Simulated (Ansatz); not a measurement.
# Calculations on BPNH7

### Relaxation

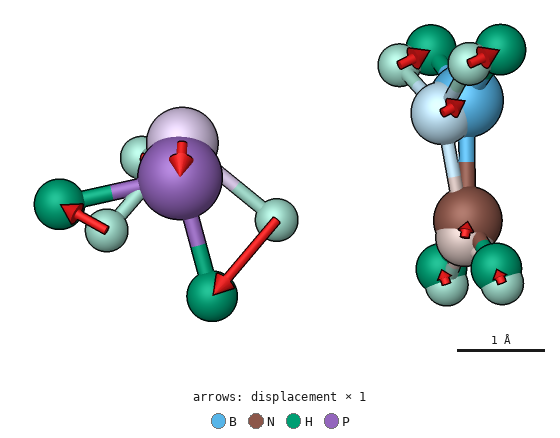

This is a relaxation of BPNH7. The starting structure is drawn faded, the final one solid; red arrows show the displacements, at their true length. The two geometries are superimposed by the best rigid fit.

Style: ball-and-stick. Shown face on.

The run prepares an end point of a later path (reaction) calculation, from a guessed geometry.

Level of theory: RKS r2SCAN/def2-SVP (Ansatz 0.2.0). (no spin polarisation; force threshold 0.03 eV/Å; at most 50 steps)

**Atoms of which element are displaced furthest, and by how much?**

Hydrogen: up to 1.21 Å, against 0.47 Å for phosphorus.

**What did the optimiser do to the structure, and how much energy did it gain?**

An H atom moves most after the best rigid fit: 1.21 Å. Largest moves by element: H 1.21 Å, P 0.47 Å, B 0.34 Å, N 0.21 Å. Near-neighbour distances that change, for instance: B–N 1.467 → 1.392 Å, H–P 1.424 → 1.429 Å. After 27 accepted moves (32 points after the start) the energy has fallen by 26.6 kJ/mol. The largest force component goes from 2.4 to 0.019 eV/Å. The line search rejected the trial steps at points 3, 11, 13, 17, 30 of the run. The forces were under the threshold at step 7, but the run went on from there.

Limits of the set-up: the start holds two separate molecules, 2.3 Å apart at their closest, whose relative position is a soft coordinate and is computed without a dispersion correction.

### Relaxation

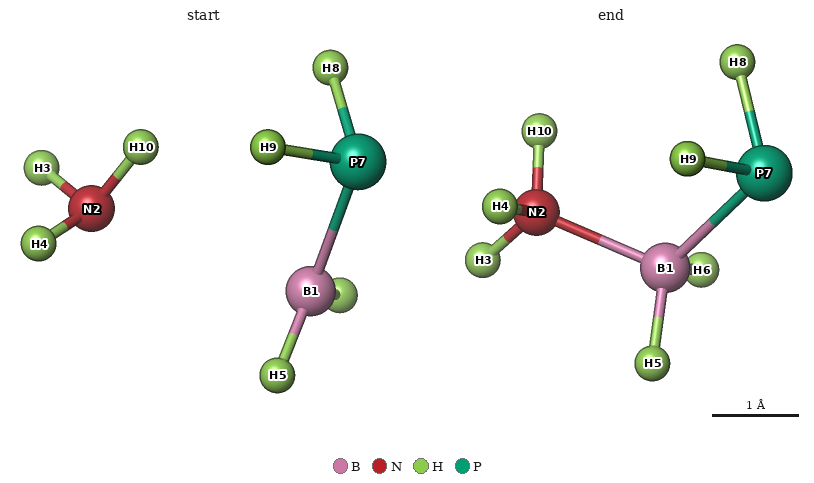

The structure of BPNH7 before (left) and after (right) a relaxation, at one scale.

Style: ball-and-stick. Shown at a tilt.

The run prepares an end point of a later path (reaction) calculation, from a guessed geometry.

The calculation used Ansatz, RKS r2SCAN/def2-SVP.

Input file:
```yaml
crystal:
  periodic: [false, false, false]
  atoms:
    - { symbol: B, position_ang: [-0.053222, 0.56303, -0.359357] }
    - { symbol: "N", position_ang: [-0.144798, -0.158138, 2.276164] }
    - { symbol: H, position_ang: [-0.809818, -0.613423, 2.905556] }
    - { symbol: H, position_ang: [0.782847, -0.209612, 2.701943] }
    - { symbol: H, position_ang: [1.092212, 0.196927, -0.43507] }
    - { symbol: H, position_ang: [-0.948287, -0.079761, -0.846485] }
    - { symbol: P, position_ang: [-0.406763, 2.378704, 0.081263] }
    - { symbol: H, position_ang: [-1.644708, 2.304897, 0.779793] }
    - { symbol: H, position_ang: [0.434436, 2.62705, 1.203133] }
    - { symbol: H, position_ang: [-0.3926, 0.848627, 2.219661] }
basis:
  gaussian: { orbitals: def2-SVP }
hamiltonian:
  xc: r2scan
relax:
  f_tol: 0.03
  max_steps: 50
```

Run as
```bash
ansatz run input.yaml --threads 2 --pin off --max-ram 3072MiB --backend cpu --events-out ev --progress --plain --runs-dir out
```

What changed between the two?

Answer. Over 12 accepted moves (14 points after the start) the energy falls by 27.7 kcal/mol. Largest force component: 0.83 eV/Å at the start, 0.029 eV/Å at the end. The line search rejected the trial steps at points 5, 11 of the run. The forces were under the threshold at step 12, but the run went on from there. The atom that moves furthest after the best rigid fit is H3 (1.15 Å). By element the largest moves are H 1.15 Å, B 0.67 Å, N 0.44 Å, P 0.15 Å. Among the contacts that change: B1–N2 2.734 → 1.637 Å, B1–P7 1.902 → 1.965 Å, B1–H5 1.205 → 1.221 Å, N2–H10 1.038 → 1.023 Å. New bonds form, among them: B1–N2 (2.73 → 1.64 Å). Bond angles that change, for instance: H5–B1–H6 121.2° → 113.0°, H5–B1–P7 118.8° → 110.9°, H6–B1–P7 117.7° → 110.8°.

Limits of the set-up: the start holds two separate molecules, 2.2 Å apart at their closest, whose relative position is a soft coordinate and is computed without a dispersion correction.

### Path

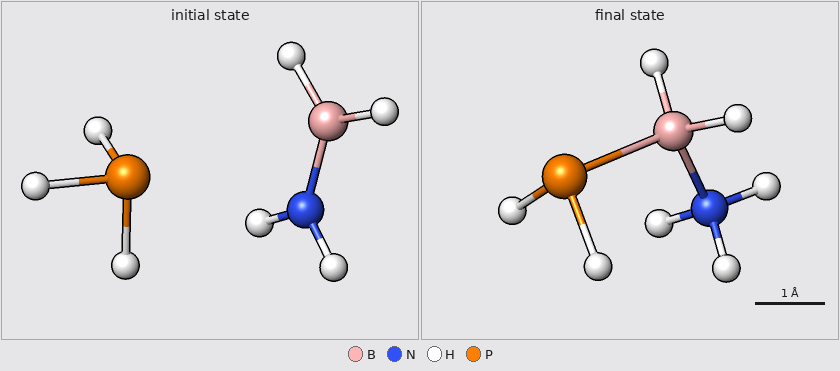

The two relaxed end points of a path for BPNH$_{7}$, made up at the start of BNH4 and PH3. A ball-and-stick model, seen at a tilt.

Level of theory: RKS r2SCAN/def2-SVP (Ansatz 0.2.0).

Run with 5 movable images; climbing image; force threshold 0.05 eV/Å; iteration limit 60.

Start:
```xyz
10

B     0.1025   -0.5997    0.0792
N     0.0505   -0.6833    1.4681
H    -0.8152   -0.7289    1.9937
H     0.8766   -0.7120    2.0542
H     1.1795   -0.5633   -0.4669
H    -0.9345   -0.5741   -0.5423
P    -0.1855    2.8445    1.1171
H    -1.4979    2.3332    0.8792
H    -0.6811    4.1406    1.4682
H    -0.1855    2.4012    2.4761
```

End:
```xyz
10

B    -0.1446    0.4529    0.2671
N    -0.1326   -0.0115    1.8365
H    -0.0069   -1.0227    1.9408
H     0.6220    0.4530    2.3474
H     0.9379    0.1132   -0.1851
H    -1.0826   -0.1392   -0.2444
P    -0.3861    2.3981    0.1245
H    -1.4786    2.5584    1.0453
H     0.5895    2.8108    1.0966
H    -1.0087    0.2452    2.2980
```

**Predict the minimum-energy path and its barrier.**

The highest point, image 4, lies 35.2 kcal/mol above the start and 36.6 kcal/mol above the end; the end is at −1.4 kcal/mol relative to the start. Breaking: P7–H10 (1.43 → 1.70 at the top → 3.12 Å). Forming: B1–P7 (3.61 → 2.20 at the top → 1.97 Å), N2–H10 (3.25 → 1.44 at the top → 1.02 Å). The band converged in 25 iterations. The largest component of the band force went from 14 to 0.023 eV/Å. The climbing image converged on the top of the path. Its vibrational analysis gives one imaginary mode (1141i cm⁻¹), as a transition state must have.

Energies of the converged images:

| image | path (Å) | E (kcal/mol) |
| --- | --- | --- |
| 0 | 0.00 | 0.0 |
| 1 | 1.14 | 0.3 |
| 2 | 2.28 | 0.6 |
| 3 | 3.42 | 5.1 |
| 4 | 4.56 | 35.2 |
| 5 | 5.72 | 0.8 |
| 6 | 6.89 | -1.4 |

The geometry at the top of the path:

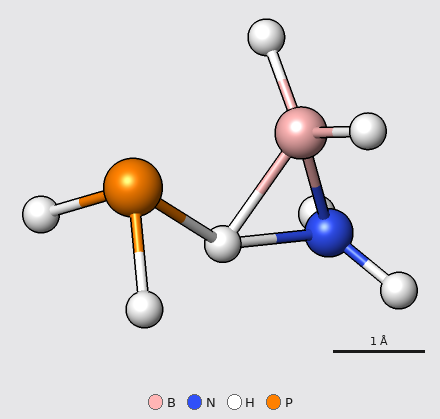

Limits of the set-up: the start holds two separate molecules, 3.2 Å apart at their closest, whose relative position is a soft coordinate and is computed without a dispersion correction.

Cost: 83 s on 2 threads of AMD EPYC 9R45 96-Core Processor (Zen 5), with other jobs on the host, peak memory 0.15 GiB.
